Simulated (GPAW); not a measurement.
# How the form of the self-energy moves the gap of SnCCl2 (chair-type functionalised monolayer)

How much does the gap of SnCCl2 (chair-type functionalised monolayer) depend on the approximation to the self-energy?

Calculated with GPAW 26.7.0; PBE and many-body steps on it, plane waves.

## 1. Starting point

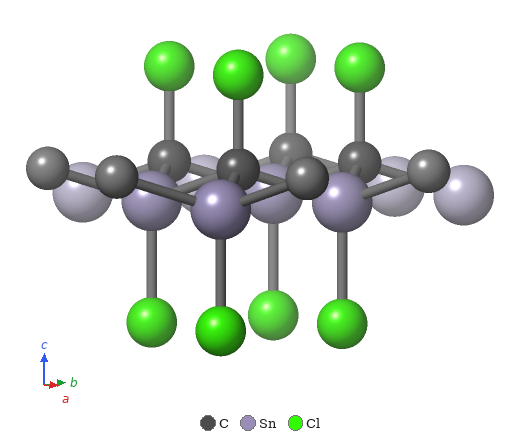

The starting structure, seen from the side, with the c axis up (carbon dark grey, tin purple, chlorine green). 2×2×1 cells are drawn. Some periodic images of atoms are drawn too.

The cell holds 4 atoms: 1 C, 1 Sn and 2 Cl. Its edges and angles: a = 3.699 Å, b = 3.699 Å, c = 15.700 Å, α = 90.0°, β = 90.0°, γ = 120.0°. Vacuum lies along c.

Structure file:

```xyz
4
Lattice="3.6991 0.0000 0.0000 -1.8496 3.2036 0.0000 0.0000 0.0000 15.7000" Properties=species:S:1:pos:R:3
C     0.0000    2.1357    8.4529
Sn    1.8496    1.0679    7.7902
Cl    0.0000    2.1357   10.2750
Cl    1.8496    1.0679    5.4589
```

The structure was relaxed with PBE. The runs that relaxed it are not among those shown.

## 2. Empty states on the mesh, 9×9×1 mesh, 206 bands

This step: GPAW 26.7.0; DFT, PBE, plane waves, PAW.

The sums over transitions need many empty states on a uniform mesh; this step solves for them.

Input file run.py:

```python
import json
import numpy as np
from gpaw.mpi import world
from gpaw import GPAW

calc = GPAW('gs.gpw').fixed_density(kpts={'size': (9, 9, 1), 'gamma': True},
    nbands=240,
    convergence={'bands': 206},
    txt='nscf.txt')
calc.write('full.gpw', mode='all')
res = {}
kpts = calc.get_ibz_k_points()
res['kpts'] = kpts
res['eigenvalues'] = [calc.get_eigenvalues(kpt=k) for k in range(len(kpts))]
res['n_electrons'] = calc.get_number_of_electrons()

if world.rank == 0:
    with open('result.json', 'w') as f:
        json.dump(res, f, default=lambda x: x.tolist())
```

The run is started by

```console
mpirun -n 4 gpaw python run.py
```

Output:

```text
Diagonalizing LCAO Hamiltonian
Converting LCAO to pw mode
convergence criteria:
- Maximum integral of absolute [eigenst]ate change: 4e-08 eV^2 / valence electron
maximum number of iterations: 100

SCF iterations
|iter     |     time |      energy | eigst |  dens |
|iter:   1|  |             | +4.40 |       |
|iter:   2|  |             | +3.19 |       |
|iter:   3|  |             | +2.09 |       |
[...]
|iter:  15|  |             | -7.06 |       |
|iter:  16|  |             | -7.39 |       |
|iter:  17|  |             | -7.69c|       |
SCF steps: 17
  __  _  _
 | _ |_)|_||  |
 |__||  | ||/\| - 26.7.0

Input parameters:
  mode=PW(ecut=600.0),
  convergence={'bands': 206},
  gpts=array([21, 21, 90]),
  kpts=MonkhorstPack(size=(9, 9, 1), gamma=True),
  maxiter=100,
  nbands=240,
  occupations=Occupations(name='fermi-dirac', width=0.001, fixmagmom=False),
  parallel={},
  xc=XC(name='PBE')
# Writing to full.gpw (mode='all')
  [... matrices ...]

timing:  # [seconds]
  Total: 0.089  # ━━━━━━━━━━━━━━━━━━━━━━━━━━━━━━━━━━━━━━━━━━━━━━━━━━━━━━━━━━━
```

Wall time 3 min (4 MPI ranks of Arm Neoverse V1, shared host); peak memory 1.5 GiB; 12 min of CPU time.

Numbers from this step:

* gap: 0.8705 eV
* k of the valence top: 0, 0, 0
* k of the conduction bottom: 0, 0, 0
* least direct gap: 0.8705 eV
* k points computed: 12
* lowest point of the top converged band, above the valence top: 57.6531 eV

On this mesh the gap is 0.871 eV.

## 3. One-shot HSE06

This step: one-shot HSE06 levels on PBE orbitals, plane waves, PAW.

Input file run.py:

```python
import json
import numpy as np
from gpaw.mpi import world
from gpaw.hybrids.eigenvalues import non_self_consistent_eigenvalues

dft, vxc, vxc_hyb = non_self_consistent_eigenvalues('full.gpw', 'HSE06', 14, 18, kpt_indices=[0])
res = {'dft': dft[0], 'hybrid': (dft - vxc + vxc_hyb)[0]}
if world.rank == 0:
    with open('hybrid.txt', 'w') as f:
        for k, e0, e1 in zip([0], res['dft'], res['hybrid']):
            print(k, ' '.join(f'{x:9.4f}' for x in e0), '|', ' '.join(f'{x:9.4f}' for x in e1), file=f)

if world.rank == 0:
    with open('result.json', 'w') as f:
        json.dump(res, f, default=lambda x: x.tolist())
```

The run is started by

```console
mpirun -n 4 gpaw python run.py
```

Output:

```text
IBZ(<points: 12, symmetries: 6>)
Occupied bands: 16
Transforming wave functions from IBZ to BZ: 0.072 seconds
Distributing wave functions and iFFT-ing to real space: 0.777 seconds
Calculating eigenvalues:
  k-points: 1
  Bands: 14-17 (inclusive)
  Seconds: 1.676 (wave-function broadcasting: 0.008 seconds)
HSE06-eigenvalue shifts:
  min: -0.583 eV
  ave: -0.108 eV
  max: 0.414 eV
```

Run time: 5.6 s. Hardware: 4 MPI ranks; peak memory 1.9 GiB.

This step gave:

| Item | Value |
| --- | --- |
| starting gap on the mesh | 0.8705 eV |
| hybrid gap on the mesh | 1.772 eV |
| least direct hybrid gap on the computed points | 1.772 eV |

## 4. GLLB-SC, self-consistent

This step: DFT, GLLB-SC with its derivative discontinuity, plane waves, PAW.

Input file run.py:

```python
import json
import numpy as np
from gpaw.mpi import world
from ase import Atoms
from gpaw import GPAW, PW, FermiDirac

atoms = Atoms(['C', 'Sn', 'Cl', 'Cl'],
    cell=[[3.6991411401, 0.0000000000, 0.0000000000],
      [-1.8495705700, 3.2035501995, 0.0000000000],
      [0.0000000000, 0.0000000000, 15.7000000000]],
    scaled_positions=[[0.3333333333, 0.6666666667, 0.5383980899],
      [0.6666666667, 0.3333333333, 0.4961889441],
      [0.3333333333, 0.6666666667, 0.6544556553],
      [0.6666666667, 0.3333333333, 0.3477001231]],
    pbc=(True, True, False))
calc = GPAW(mode=PW(600),
    xc='GLLBSC',
    kpts={'size': (9, 9, 1), 'gamma': True},
    occupations=FermiDirac(0.001),
    nbands=-8,
    convergence={'bands': -3},
    maxiter=120,
    txt='gllbsc.txt')
atoms.calc = calc
atoms.get_potential_energy()
homo, lumo = calc.get_homo_lumo()
response = calc.hamiltonian.xc.response
dxc_pot = response.calculate_discontinuity_potential(homo, lumo)
ks_gap, dxc = response.calculate_discontinuity(dxc_pot)
res = {'ks_gap': ks_gap, 'dxc': dxc}

if world.rank == 0:
    with open('result.json', 'w') as f:
        json.dump(res, f, default=lambda x: x.tolist())
```

The run is started by

```console
mpirun -n 4 gpaw python run.py
```

Output:

```text
[banner, memory and clock lines left out]
___ ___ ___ _ _ _
 |   |   |_  | | | |
 | | | | | . | | | |
 |__ |  _|___|_____|  26.7.0
 |___|_|

Input parameters:
  convergence: {bands: -3}
  kpts: {gamma: True,
         size: (9, 9, 1)}
  maxiter: 120
  mode: {ecut: 600.0,
         name: pw}
  nbands: -8
  occupations: {fixmagmom: False,
                name: fermi-dirac,
                width: 0.001}
  xc: GLLBSC

System changes: positions, numbers, cell, pbc, initial_charges, initial_magmoms

Initialize ...

species:
  C:
    name:    Carbon
    Z:       6.0
    valence: 4
    core:    2
    charge:  0.0  # [|e|]
    compensation charges:
      type: gauss
      rc: 0.20  # [Å]
      lmax: 2
    cutoffs:
      filter: 1.14  # [Å]
      core: 1.14  # [Å]
    projectors
    | kind |    occ | energy [eV] | rcut [Å] |
    |   2s |  2.000 |     -16.165 |    0.635 |
    |   2p |  2.000 |      -7.173 |    0.635 |
    |    s |        |      11.046 |    0.635 |
    |    p |        |      20.038 |    0.635 |
    |    d |        |       0.000 |    0.635 |

    Using partial waves for C as LCAO basis

  Sn:
    name:    Tin
    Z:       50.0
    valence: 14
    core:    36
    charge:  0.0  # [|e|]
    compensation charges:
      type: gauss
      rc: 0.38  # [Å]
      lmax: 2
    cutoffs:
      filter: 2.23  # [Å]
      core: 2.35  # [Å]
    projectors
    | kind |    occ | energy [eV] | rcut [Å] |
    |   5s |  2.000 |     -11.581 |    1.201 |
    |   5p |  2.000 |      -5.035 |    1.270 |
    |   4d | 10.000 |     -27.256 |    1.185 |
    |    s |        |      15.630 |    1.201 |
    |    p |        |      22.176 |    1.270 |
    |    d |        |      -0.045 |    1.185 |

    Using partial waves for Sn as LCAO basis

  Cl:
    name:    Chlorine
    Z:       17.0
    valence: 7
    core:    10
    charge:  0.0  # [|e|]
    compensation charges:
      type: gauss
      rc: 0.25  # [Å]
      lmax: 2
    cutoffs:
      filter: 1.40  # [Å]
      core: 1.49  # [Å]
    projectors
    | kind |    occ | energy [eV] | rcut [Å] |
    |   3s |  2.000 |     -24.525 |    0.794 |
    |   3p |  5.000 |     -12.463 |    0.794 |
    |    s |        |       2.686 |    0.794 |
    |    p |        |      14.748 |    0.794 |
    |    d |        |       0.000 |    0.794 |

    Using partial waves for Cl as LCAO basis

Reference energy: -194029.701533  # eV

Spin-paired calculation

Convergence criteria:
 Maximum [total energy] change in last 3 cyles: 0.0005 eV / valence electron
 Maximum integral of absolute [dens]ity change: 0.0001 electrons / valence electron
 Maximum integral of absolute [eigenst]ate change: 4e-08 eV^2 / valence electron
 Maximum number of scf [iter]ations: 120
 (Square brackets indicate name in SCF output, whereas a 'c' in
 the SCF output indicates the quantity has converged.)
  [... matrices ...]
Symmetries present (total): 6

  [... matrices ...]
81 k-points: 9 x 9 x 1 Monkhorst-Pack grid
12 k-points in the irreducible part of the Brillouin zone
       k-points in crystal coordinates                weights
   0:     0.00000000    0.00000000    0.00000000          1/81
   1:     0.11111111    0.00000000    0.00000000          6/81
   2:     0.22222222   -0.11111111    0.00000000          6/81
   3:     0.22222222    0.00000000    0.00000000          6/81
   4:     0.33333333   -0.11111111    0.00000000         12/81
   5:     0.33333333    0.00000000    0.00000000          6/81
   6:     0.33333333    0.33333333    0.00000000          2/81
   7:     0.44444444   -0.22222222    0.00000000          6/81
   8:     0.44444444   -0.11111111    0.00000000         12/81
   9:     0.44444444    0.00000000    0.00000000          6/81
          ...
  11:     0.44444444    0.44444444    0.00000000          6/81

Wave functions: Plane wave expansion
  Cutoff energy: 600.000 eV
  Number of coefficients (min, max): 6168, 6253
  Pulay-stress correction: 0.000000 eV/Ang^3 (de/decut=0.000000)
  Using FFTW library
  Wavefunction extrapolation:
    Improved wavefunction reuse through dual PAW basis

Occupation numbers: Fermi-Dirac:
  width: 0.0010  # eV

Eigensolver
   Davidson(niter=2)

Densities:
  Coarse grid: 21*21*90 grid
  Fine grid: 42*42*180 grid
  Total Charge: 0.000000

Density mixing:
  Method: separate
  Backend: msr1
  Linear mixing parameter: 0.05
  old densities: 10
  Width of damping distribution: 1.1
  Damping of long wavelength oscillations: 20

Hamiltonian:
  XC and Coulomb potentials evaluated on a 42*42*180 grid
  Using the GLLBSC Exchange-Correlation functional
  External potential:
    NoExternalPotential

XC parameters: GLLBSC functional being used consists of
  | Weight | Module     | Description                                   |
  |  1.000 | SCREENING  | GGA_X_PBE_SOL with 2 nearest neighbor stencil |
  |  1.000 | RESPONSE   | eps=0.0500 eV                                 |
  |  1.000 | XC         | GGA_C_PBE_SOL with 2 nearest neighbor stencil |

Memory estimate:

Total number of cores used: 4
Parallelization over k-points: 4

Number of atoms: 4
Number of atomic orbitals: 21
Number of bands in calculation: 24
Number of valence electrons: 32
Bands to converge: 21

... initialized

Initializing position-dependent things.

Density initialized from atomic densities
Creating initial wave functions:
  21 bands from LCAO basis set
  3 bands from random numbers

        Cl

        C
           Sn

           Cl

Atomic positions and initial magnetic moments

Positions:
   0 C     -0.000000    2.135700    8.452850    ( 0.0000,  0.0000,  0.0000)
   1 Sn     1.849571    1.067850    7.790166    ( 0.0000,  0.0000,  0.0000)
   2 Cl    -0.000000    2.135700   10.274954    ( 0.0000,  0.0000,  0.0000)
   3 Cl     1.849571    1.067850    5.458892    ( 0.0000,  0.0000,  0.0000)
  [... matrices ...]
Unit cell:
           periodic     x           y           z      points  spacing
  1. axis:    yes    3.699141    0.000000    0.000000    21     0.1526
  2. axis:    yes   -1.849571    3.203550    0.000000    21     0.1526
  3. axis:    no     0.000000    0.000000   15.700000    90     0.1744

  Lengths:   3.699141   3.699141  15.700000
  Angles:   90.000000  90.000000 120.000000

Effective grid spacing dv^(1/3) = 0.1674

iter:   1    -20.383997   +0.94
iter:   2    -20.832602   -0.28  -1.00
iter:   3    -60.299461   +1.09  -0.99
iter:   4    -19.354229   +1.03  -0.91
iter:   5    -18.693078   +0.08  -1.09
iter:   6    -18.206284   -0.14  -1.41
iter:   7    -17.969776   -1.04  -1.55
[...]
iter:  11    -17.787649   -2.03  -2.17
iter:  12    -17.805558   -2.57  -2.57
iter:  13    -17.808270   -2.98  -3.02
iter:  14    -17.805296c  -3.52  -3.24
iter:  15    -17.805867c  -3.90  -3.49
iter:  16    -17.805659c  -4.42  -3.92
iter:  17    -17.805237c  -4.86  -4.06c
iter:  18    -17.805282c  -5.28  -4.48c
iter:  19    -17.805210c  -5.80  -4.53c
iter:  20    -17.805211c  -6.18  -5.17c
iter:  21    -17.805214c  -6.63  -5.02c
iter:  22    -17.805232c  -6.98  -5.46c
iter:  23    -17.805218c  -7.43c -5.29c

Converged after 23 iterations.

Dipole moment: (2.512309, -1.450483, 0.128048) |e|*Ang

Energy contributions relative to reference atoms: (reference = -194029.701533)
  [... matrices ...]
Kinetic:        +53.005530
Potential:      -48.844713
External:        +0.000000
XC:             -22.126699
Entropy (-ST):   -0.000000
Local:           +0.160664
SIC:             +0.000000
Free energy:    -17.805218
Extrapolated:   -17.805218

GLLBSC response reference energy: -2.81263 eV (from HOMO)
  [... matrices ...]
Showing only first 2 kpts
 Kpt  Band  Eigenvalues  Occupancy
  0    14     -2.81269    2.00000
  0    15     -2.81268    2.00000
  0    16     -1.63149    0.00000
  0    17      0.33028    0.00000

  1    14     -3.45916    2.00000
  1    15     -2.94396    2.00000
  1    16     -0.96120    0.00000
  1    17      0.51902    0.00000

Fermi level: -1.66574

Gap: 1.181 eV
Transition (v -> c):
  (s=0, k=0, n=15, [0.00, 0.00, 0.00]) -> (s=0, k=0, n=16, [0.00, 0.00, 0.00])
No difference between direct/indirect transitions
```

The job ended after 21 s (4 MPI ranks; peak memory 0.99 GiB; 85 s of CPU time).

This step gave:

```yaml
starting_gap_on_the_mesh: 1.181 eV
derivative_discontinuity: 0.4690 eV
quasiparticle_gap_on_the_mesh: 1.650 eV
```

(Continued in part 2 of 2.)

[Paths, hosts, dates, memory and timing lines, banners, echoed tables and standing remarks are left out of the program output.]

[Logs are printed without paths, hosts, clocks, repeated set-up lines and the standing remarks that a program may print on its own settings, such as how far it seeks lower states.]

[Runs of the session that timed out or met a known fault of the program may be left out.]

[Hosts, paths, dates, database ids (printed as entryN), source tags and the programs' standing remarks are cut or masked in the printed files.]
